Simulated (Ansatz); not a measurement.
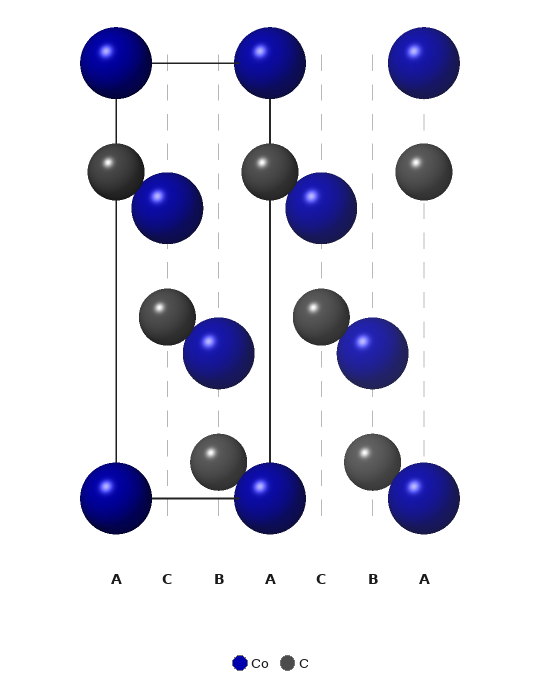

The picture looks along a close-packed row of the hexagonal mesh; [111] points upwards. The dashed lines mark the three columns A (0, 0), B (1/3, 2/3) and C (2/3, 1/3). The box is the hexagonal cell of the face-centred cubic lattice. The sequence starts with the first layer at or above the cell's origin.

The compound is CoC, taken as the geometry relaxed with DFT PBE, scalar-relativistic, plane waves, PAW (Ansatz); the starting structure was generated, so it need not be a known form of this composition.

### Read off the stacking sequence over one period.

Co(A) – C(B) – Co(B) – C(C) – Co(C) – C(A) (six layers in 7.38 Å).

### How are the C layers alone stacked?

C layers alone: BCA, the cubic close-packed type.

### Which positions between or in the C layers do the other atoms fill?

Co: three tetrahedral sites (per hexagonal cell).

### What short polytype symbol fits?

Polytype symbol 3C, the symbol of a tetrahedral polytype (number of double layers in the repeat and lattice).
